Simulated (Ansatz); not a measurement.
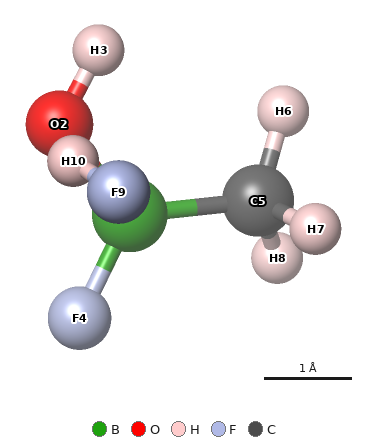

**Figure 1.** The starting structure (ball-and-stick view, seen at a tilt; atoms are numbered from 1 in the order of the input).

# CH$_{5}$BF$_{2}$O: nudged elastic band

System: CH$_{5}$BF$_{2}$O.
Method: RKS PBE/def2-SVP (Ansatz 0.2.0).

It belongs to a series of runs on one base structure; here: band between the two ends. Figures and captions count atoms from 1; the log counts them from 0 in places.

**Log**
```
Engine: ansatz 0.2.0, x86_64-unknown-linux-gnu
Functional definition: PBE
  parameter kappa = 0.804
  parameter beta = 0.06672455060314922
  exchange = pbe_x(kappa = kappa, mu = beta*pi^2/3)
  correlation = pbe_c(beta = beta)
1041 factors; their error is unknown
mean field evaluation 1: about -9251.7820 eV, gradient 7.3e1 eV
mean field evaluation 2: about -9237.4214 eV, gradient 1.1e2 eV
mean field evaluation 4: about -9261.9508 eV, gradient 5.2e0 eV
mean field evaluation 8: about -9262.0028 eV, gradient 1.3e-1 eV
mean field evaluation 16: about -9261.9621 eV, gradient 5.9e-5 eV
mean field -9261.96205336 eV, -340.3708274778 hartree, gradient 5.9e-5 eV, S^2 0.000000; 0 other end points of the search recorded, 0 dependent functions left out
the calculation of the forces begins
reference -9261.96208333 eV, -340.3708285790 hartree; 21, 21 occupied and 74, 74 virtual orbitals, 1041 factors
1041 factors; their error is unknown
mean field evaluation 32: about -9262.3340 eV, gradient 6.3e-5 eV
mean field -9262.33400116 eV, -340.3844963073 hartree, gradient 6.3e-5 eV, S^2 0.000000; 0 other end points of the search recorded, 0 dependent functions left out
[... from here on the field's lines of each further geometry are left out, up to the last ...]
NEB iter   1: max|band force component| = 8.857e1 eV/Å  barrier→ = 19.7044 eV  barrier← = 20.0763 eV  Δτ_max = 0.2000 Å  (238 SCF iters)
NEB iter   2: max|band force component| = 3.250e1 eV/Å  barrier→ = 5.9451 eV  barrier← = 6.3171 eV  Δτ_max = 0.1964 Å  (231 SCF iters)
NEB iter   3: max|band force component| = 1.750e1 eV/Å  barrier→ = 2.1887 eV  barrier← = 2.5606 eV  Δτ_max = 0.1609 Å  (215 SCF iters)
NEB iter   4: max|band force component| = 7.030e0 eV/Å  barrier→ = 0.3877 eV  barrier← = 0.7596 eV  Δτ_max = 0.1969 Å  (216 SCF iters)
NEB iter   5: max|band force component| = 2.378e0 eV/Å  barrier→ = 0.3560 eV  barrier← = 0.7279 eV  Δτ_max = 0.2000 Å  (208 SCF iters)
NEB iter   6: max|band force component| = 1.572e0 eV/Å  barrier→ = 0.2424 eV  barrier← = 0.6143 eV  Δτ_max = 0.1363 Å  (207 SCF iters)
NEB iter   7: max|band force component| = 6.320e-1 eV/Å  barrier→ = 0.3648 eV  barrier← = 0.7368 eV  Δτ_max = 0.0840 Å  (200 SCF iters)
NEB iter   8: max|band force component| = 4.706e-1 eV/Å  barrier→ = 0.3703 eV  barrier← = 0.7423 eV  CI = image 4  Δτ_max = 0.1368 Å  (191 SCF iters)
NEB iter   9: max|band force component| = 8.558e-1 eV/Å  barrier→ = 0.4473 eV  barrier← = 0.8192 eV  CI = image 4  Δτ_max = 0.0695 Å  (207 SCF iters)
NEB iter  10: max|band force component| = 2.823e-1 eV/Å  barrier→ = 0.4273 eV  barrier← = 0.7992 eV  CI = image 4  Δτ_max = 0.0358 Å  (193 SCF iters)
NEB iter  11: max|band force component| = 1.696e-1 eV/Å  barrier→ = 0.4238 eV  barrier← = 0.7957 eV  CI = image 4  Δτ_max = 0.0213 Å  (203 SCF iters)
NEB iter  12: max|band force component| = 9.199e-2 eV/Å  barrier→ = 0.4223 eV  barrier← = 0.7942 eV  CI = image 4  Δτ_max = 0.0119 Å  (179 SCF iters)
the calculation of the forces begins
reference -9262.29867639 eV, -340.3831981458 hartree; 21, 21 occupied and 74, 74 virtual orbitals, 1041 factors
1041 factors; their error is unknown
mean field evaluation 864: about -9261.5845 eV, gradient 2.4e-1 eV
mean field -9261.54016001 eV, -340.3553231829 hartree, gradient 2.5e-5 eV, S^2 0.000000; 1 other end points of the search recorded, 0 dependent functions left out
the calculation of the forces begins
reference -9261.54019010 eV, -340.3553242886 hartree; 21, 21 occupied and 74, 74 virtual orbitals, 1041 factors
NEB iter  13: max|band force component| = 2.873e-2 eV/Å  barrier→ = 0.4219 eV  barrier← = 0.7938 eV  CI = image 4  Δτ_max = 0.0000 Å  (361 SCF iters)
```

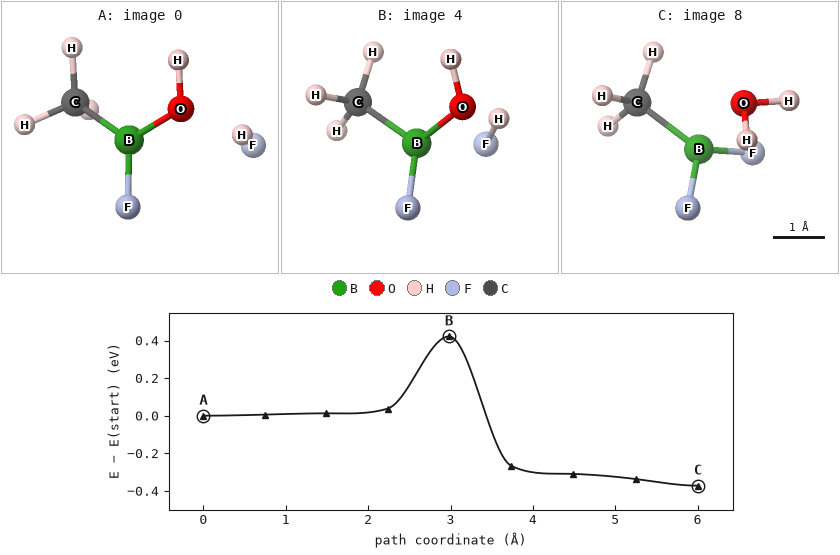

**Figure 2.** Images of the last band (counted from 0; ball-and-stick, seen at a tilt) above the energy along the path; the line is a cubic interpolation that uses the forces. The highest image is number 4, 0.422 eV above the start and 0.794 eV above the end (the climbing image); the end lies 0.372 eV below the start. The path is 6.00 Å long. The band converged in 13 iterations.

```
Total energy: -9261.54019010 eV, -340.3553242886 hartree
Atom 0 at    -0.042845     0.113109     0.081890 Å, force     0.002559     0.007399     0.014894 eV/Å
Atom 1 at    -0.071007    -0.010069     1.595735 Å, force    -0.013380     0.004004     0.025934 eV/Å
Atom 2 at    -0.986820    -0.120266     1.912642 Å, force     0.000440    -0.009979     0.001992 eV/Å
Atom 3 at     1.106538    -0.383558    -0.417522 Å, force     0.011303    -0.010244    -0.022186 eV/Å
Atom 4 at    -1.400559    -0.032387    -0.709500 Å, force    -0.000795    -0.006977    -0.017938 eV/Å
Atom 5 at    -1.694029    -1.102024    -0.769329 Å, force    -0.003903    -0.001378    -0.001141 eV/Å
Atom 6 at    -2.243698     0.528832    -0.258419 Å, force    -0.007455    -0.000035     0.001992 eV/Å
Atom 7 at    -1.281597     0.325633    -1.751930 Å, force     0.000232     0.001245     0.001769 eV/Å
Atom 8 at     0.288366     1.776441     0.380456 Å, force     0.004003     0.007733     0.006374 eV/Å
Atom 9 at     0.177251     1.226487     1.358375 Å, force     0.006996     0.008232    -0.011688 eV/Å
Dipole moment:    -0.555139    -0.012607     0.361952 e Å
this run last wrote the band of iteration 13 to [file]
```

**The last band as extended XYZ (Å, eV, eV/Å)**
```
10
Properties=species:S:1:pos:R:3:forces:R:3 image=0 energy=-9261.96205
B    -0.0795   -0.1209   -0.0311    0.0000   0.0004  -0.0053
O     0.0425   -0.2847    1.3387    0.0010  -0.0005   0.0043
H    -0.8168   -0.4938    1.7479    0.0003   0.0004  -0.0023
F     1.0757    0.1094   -0.6619   -0.0018  -0.0001   0.0016
C    -1.4337   -0.1860   -0.8212    0.0056   0.0042  -0.0027
H    -2.2725   -0.6493   -0.2651   -0.0030  -0.0005   0.0025
H    -1.7353    0.8549   -1.0705    0.0001  -0.0021  -0.0002
H    -1.3120   -0.7155   -1.7873   -0.0014  -0.0010   0.0018
F     0.1016    2.3511    1.3578   -0.0009   0.0008   0.0007
H     0.2816    1.4569    1.6152    0.0000  -0.0015  -0.0004
10
Properties=species:S:1:pos:R:3:forces:R:3 image=1 energy=-9261.95611
B    -0.0787   -0.1773   -0.0004   -0.0014  -0.0021  -0.0006
O    -0.0136   -0.2452    1.3830    0.0034   0.0005  -0.0011
H    -0.8992   -0.3527    1.7752    0.0007  -0.0030  -0.0013
F     1.1115   -0.0895   -0.5997    0.0007   0.0036  -0.0005
C    -1.4228   -0.1900   -0.8121    0.0006  -0.0003   0.0010
H    -2.1486   -0.9402   -0.4356   -0.0037   0.0037   0.0050
H    -1.9059    0.8059   -0.7067    0.0036   0.0045  -0.0048
H    -1.2610   -0.3671   -1.8922   -0.0001  -0.0062  -0.0008
F     0.1661    2.3772    1.1877   -0.0023   0.0036   0.0010
H     0.3038    1.5011    1.5231   -0.0014  -0.0043   0.0021
10
Properties=species:S:1:pos:R:3:forces:R:3 image=2 energy=-9261.94918
B    -0.1112   -0.1949    0.0397   -0.0035   0.0017  -0.0079
O    -0.0763   -0.1763    1.4256    0.0072  -0.0004   0.0158
H    -0.9739   -0.1804    1.8050   -0.0022   0.0012  -0.0071
F     1.0925   -0.2583   -0.5353   -0.0004  -0.0007  -0.0017
C    -1.4400   -0.1946   -0.7979    0.0011  -0.0005  -0.0006
H    -1.9696   -1.1656   -0.6863   -0.0013  -0.0020  -0.0001
H    -2.1385    0.5953   -0.4525   -0.0012   0.0006   0.0000
H    -1.2491   -0.0405   -1.8768   -0.0005  -0.0010  -0.0013
F     0.3313    2.3970    1.0490    0.0014  -0.0020   0.0028
H     0.3863    1.5405    1.4520   -0.0005   0.0031   0.0003
10
Properties=species:S:1:pos:R:3:forces:R:3 image=3 energy=-9261.92445
B    -0.1146   -0.1877    0.1266   -0.0190  -0.0787  -0.0077
O    -0.1002   -0.1586    1.5197   -0.0057  -0.0405   0.0030
H    -1.0049   -0.1223    1.8800   -0.0041   0.0018  -0.0102
F     1.0841   -0.3962   -0.4262   -0.0074  -0.0135  -0.0040
C    -1.4245   -0.1293   -0.7349   -0.0128  -0.0290  -0.0063
H    -1.7947   -1.1658   -0.8917   -0.0324  -0.0121  -0.0302
H    -2.2415    0.4503   -0.2612    0.0031  -0.0153   0.0013
H    -1.2292    0.2984   -1.7374    0.0111  -0.0062   0.0050
F     0.3421    2.2150    0.6490    0.0188   0.1127   0.0657
H     0.3351    1.5185    1.2986    0.0484   0.0807  -0.0164
10
Properties=species:S:1:pos:R:3:forces:R:3 image=4 energy=-9261.54016
B    -0.0428    0.1131    0.0819    0.0026   0.0074   0.0149
O    -0.0710   -0.0101    1.5957   -0.0134   0.0040   0.0259
H    -0.9868   -0.1203    1.9126    0.0004  -0.0100   0.0020
F     1.1065   -0.3836   -0.4175    0.0113  -0.0102  -0.0222
C    -1.4006   -0.0324   -0.7095   -0.0008  -0.0070  -0.0179
H    -1.6940   -1.1020   -0.7693   -0.0039  -0.0014  -0.0011
H    -2.2437    0.5288   -0.2584   -0.0075   0.0000   0.0020
H    -1.2816    0.3256   -1.7519    0.0002   0.0012   0.0018
F     0.2884    1.7764    0.3805    0.0040   0.0077   0.0064
H     0.1773    1.2265    1.3584    0.0070   0.0082  -0.0117
10
Properties=species:S:1:pos:R:3:forces:R:3 image=5 energy=-9262.22806
B     0.0237    0.3607   -0.1197    0.0228   0.0952  -0.0729
O    -0.0631    0.0210    1.6725   -0.0080   0.0201   0.0311
H    -1.0051   -0.0937    1.9082   -0.0124   0.0204   0.0022
F     1.1127   -0.3660   -0.4809    0.0037  -0.0019  -0.0158
C    -1.3972   -0.0129   -0.7260    0.0051   0.0067  -0.0108
H    -1.6154   -1.1001   -0.7183    0.0284  -0.0012   0.0235
H    -2.2438    0.5239   -0.2487    0.0029   0.0026  -0.0022
H    -1.3918    0.3043   -1.7906   -0.0361  -0.0176  -0.0163
F     0.2947    1.7192    0.0590    0.0097  -0.0277  -0.1330
H     0.1369    0.9657    1.8667   -0.0161  -0.0966   0.1943
10
Properties=species:S:1:pos:R:3:forces:R:3 image=6 energy=-9262.27136
B    -0.0232    0.4437   -0.1679   -0.0053  -0.0005   0.0018
O    -0.1643   -0.0763    1.6442   -0.0054   0.0014   0.0003
H    -1.0293    0.2667    1.9455   -0.0004   0.0075   0.0007
F     1.1045   -0.2447   -0.4925    0.0013   0.0036  -0.0002
C    -1.4183   -0.0114   -0.7706    0.0009   0.0006  -0.0024
H    -1.5763   -1.1058   -0.6948    0.0020   0.0000   0.0010
H    -2.2877    0.5057   -0.3133    0.0002  -0.0013  -0.0021
H    -1.4369    0.2449   -1.8513   -0.0004  -0.0025  -0.0007
F     0.1930    1.7843    0.0525   -0.0019   0.0021  -0.0019
H     0.4901    0.5153    2.0707    0.0091  -0.0110   0.0035
10
Properties=species:S:1:pos:R:3:forces:R:3 image=7 energy=-9262.29865
B    -0.0918    0.4854   -0.1372   -0.0065   0.0028   0.0045
O    -0.3151   -0.0728    1.6608   -0.0114   0.0026   0.0037
H    -0.8140    0.6569    2.0796    0.0179   0.0327   0.0096
F     1.0894   -0.1615   -0.3692   -0.0009   0.0072   0.0084
C    -1.4191   -0.0208   -0.8329    0.0001  -0.0010  -0.0060
H    -1.5311   -1.1212   -0.7757    0.0043  -0.0033  -0.0037
H    -2.3298    0.4479   -0.4070   -0.0038  -0.0063  -0.0070
H    -1.3920    0.2547   -1.9087    0.0019  -0.0027  -0.0039
F     0.0594    1.8294    0.1041   -0.0109   0.0042   0.0008
H     0.5955    0.0242    2.0087    0.0094  -0.0361  -0.0064
10
Properties=species:S:1:pos:R:3:forces:R:3 image=8 energy=-9262.33400
B    -0.1659    0.5405   -0.0918    0.0055   0.0038   0.0056
O    -0.4342    0.0260    1.7069    0.0055   0.0072   0.0063
H    -0.3867    0.9043    2.1393    0.0046  -0.0086  -0.0039
F     1.0656   -0.0504   -0.2476   -0.0080   0.0078  -0.0010
C    -1.4114   -0.0475   -0.8653   -0.0021   0.0003  -0.0027
H    -1.4637   -1.1526   -0.8020    0.0018   0.0005   0.0002
H    -2.3704    0.3697   -0.4985    0.0013  -0.0004  -0.0002
H    -1.3288    0.2171   -1.9411    0.0004  -0.0011  -0.0009
F    -0.0921    1.8950    0.1337    0.0003  -0.0102  -0.0031
H     0.4393   -0.3799    1.8889   -0.0092   0.0008  -0.0004
```

This output came from the following input.

**The input**
```yaml
crystal:
  periodic: [false, false, false]
  atoms:
    - { symbol: B, position_ang: [-0.079524, -0.120911, -0.031146] }
    - { symbol: O, position_ang: [0.042454, -0.284749, 1.338717] }
    - { symbol: H, position_ang: [-0.816755, -0.493755, 1.747902] }
    - { symbol: F, position_ang: [1.075717, 0.109448, -0.661924] }
    - { symbol: C, position_ang: [-1.433724, -0.185983, -0.821189] }
    - { symbol: H, position_ang: [-2.27246, -0.649315, -0.265131] }
    - { symbol: H, position_ang: [-1.735313, 0.854941, -1.070537] }
    - { symbol: H, position_ang: [-1.312049, -0.715463, -1.787314] }
    - { symbol: F, position_ang: [0.101605, 2.351093, 1.35778] }
    - { symbol: H, position_ang: [0.281648, 1.456893, 1.615239] }
basis:
  gaussian: { orbitals: def2-SVP }
hamiltonian:
  xc: pbe
neb:
  order_check: false
  images: 7
  f_tol: 0.05
  max_iterations: 60
  final_atoms:
    - { symbol: B, position_ang: [-0.16594981, 0.54052349, -0.09183408] }
    - { symbol: O, position_ang: [-0.43421379, 0.02599304, 1.70685898] }
    - { symbol: H, position_ang: [-0.38669622, 0.90434555, 2.13928483] }
    - { symbol: F, position_ang: [1.06558347, -0.05042682, -0.24757073] }
    - { symbol: C, position_ang: [-1.41141967, -0.04752535, -0.86528686] }
    - { symbol: H, position_ang: [-1.46370697, -1.1525885, -0.80203002] }
    - { symbol: H, position_ang: [-2.37036754, 0.36968811, -0.49849766] }
    - { symbol: H, position_ang: [-1.32881042, 0.21708475, -1.94111775] }
    - { symbol: F, position_ang: [-0.09213088, 1.89502711, 0.13370242] }
    - { symbol: H, position_ang: [0.43931083, -0.37992238, 1.88888786] }
  initial_path:
    images:
      - { positions_ang: [[-0.079524, -0.120911, -0.031146], [0.042454, -0.284749, 1.338717], [-0.816755, -0.493755, 1.747902], [1.075717, 0.109448, -0.661924], [-1.433724, -0.185983, -0.821189], [-2.27246, -0.649315, -0.265131], [-1.735313, 0.854941, -1.070537], [-1.312049, -0.715463, -1.787314], [0.101605, 2.351093, 1.35778], [0.281648, 1.456893, 1.615239]] }
      - { positions_ang: [[-0.05924944, -0.09023707, -0.02236796], [0.03420427, -0.20015436, 1.44483393], [-0.83650673, -0.426911, 1.83911189], [1.09220124, 0.08039704, -0.66173865], [-1.42217532, -0.14823601, -0.81316236], [-2.1887627, -0.72789617, -0.33133541], [-1.80119385, 0.85308511, -0.92960682], [-1.2818403, -0.54020054, -1.81082369], [0.09160478, 2.15141665, 1.13559181], [0.22331706, 1.37093534, 1.57189424]] }
      - { positions_ang: [[-0.03897489, -0.05956315, -0.01358993], [0.02595455, -0.11555972, 1.55095086], [-0.85625846, -0.36006699, 1.93032179], [1.10868548, 0.05134608, -0.6615533], [-1.41062664, -0.11048901, -0.80513572], [-2.10506541, -0.80647734, -0.39753981], [-1.86707471, 0.85122922, -0.78867663], [-1.25163161, -0.36493808, -1.83433337], [0.08160456, 1.9517403, 0.91340363], [0.16498612, 1.28497769, 1.52854949]] }
      - { positions_ang: [[-0.01870033, -0.02888922, -0.00481189], [0.01770482, -0.03096508, 1.65706779], [-0.87601019, -0.29322299, 2.02153168], [1.12516972, 0.02229512, -0.66136795], [-1.39907796, -0.07274202, -0.79710908], [-2.02136811, -0.88505851, -0.46374422], [-1.93295556, 0.84937334, -0.64774645], [-1.22142291, -0.18967562, -1.85784306], [0.07160434, 1.75206395, 0.69121544], [0.10665518, 1.19902003, 1.48520473]] }
      - { positions_ang: [[0.00157422, 0.00178471, 0.00396615], [0.00945509, 0.05362956, 1.76318473], [-0.89576192, -0.22637899, 2.11274157], [1.14165396, -0.00675584, -0.6611826], [-1.38752928, -0.03499503, -0.78908245], [-1.93767081, -0.96363968, -0.52994862], [-1.99883642, 0.84751745, -0.50681627], [-1.19121421, -0.01441315, -1.88135274], [0.06160412, 1.5523876, 0.46902725], [0.04832425, 1.11306237, 1.44185998]] }
      - { positions_ang: [[-0.04030679, 0.1364694, -0.01998391], [-0.10146213, 0.04672043, 1.74910329], [-0.7684955, 0.05630215, 2.11937739], [1.12263634, -0.01767359, -0.55777963], [-1.39350188, -0.03812761, -0.80813355], [-1.81917985, -1.01087688, -0.59796897], [-2.0917192, 0.72806012, -0.50473662], [-1.22561326, 0.04346132, -1.89629399], [0.02317037, 1.63804748, 0.38519604], [0.14607089, 0.73981619, 1.55361695]] }
      - { positions_ang: [[-0.0821878, 0.2711541, -0.04393396], [-0.21237935, 0.0398113, 1.73502186], [-0.64122907, 0.33898328, 2.1260132], [1.10361872, -0.02859133, -0.45437666], [-1.39947447, -0.04126019, -0.82718465], [-1.70068889, -1.05811409, -0.66598932], [-2.18460198, 0.60860278, -0.50265697], [-1.26001231, 0.1013358, -1.91123525], [-0.01526338, 1.72370736, 0.30136483], [0.24381754, 0.36657, 1.66537392]] }
      - { positions_ang: [[-0.1240688, 0.4058388, -0.06788402], [-0.32329657, 0.03290217, 1.72094042], [-0.51396265, 0.62166441, 2.13264902], [1.08460109, -0.03950908, -0.3509737], [-1.40544707, -0.04439277, -0.84623575], [-1.58219793, -1.1053513, -0.73400967], [-2.27748476, 0.48914545, -0.50057732], [-1.29441136, 0.15921027, -1.9261765], [-0.05369713, 1.80936723, 0.21753363], [0.34156418, -0.00667619, 1.77713089]] }
      - { positions_ang: [[-0.16594981, 0.54052349, -0.09183408], [-0.43421379, 0.02599304, 1.70685898], [-0.38669622, 0.90434555, 2.13928483], [1.06558347, -0.05042682, -0.24757073], [-1.41141967, -0.04752535, -0.86528686], [-1.46370697, -1.1525885, -0.80203002], [-2.37036754, 0.36968811, -0.49849766], [-1.32881042, 0.21708475, -1.94111775], [-0.09213088, 1.89502711, 0.13370242], [0.43931083, -0.37992238, 1.88888786]] }
```

Launch command:
```bash
ansatz run input.yaml --threads 2 --pin off --max-ram 3072MiB --backend cpu --events-out ev --progress --plain --runs-dir out
```

**Results in brief**

- outcome: converged
- barrier, forward: 0.422 eV
- barrier, backward: 0.794 eV
- hardware: 2 threads of Intel Xeon (Sapphire Rapids), 32 GiB of memory available, shared host
- wall time: 100 s (CPU time 3.2 min)
- peak memory: 0.15 GiB

**Remarks**

The order of the saddle point was not checked.
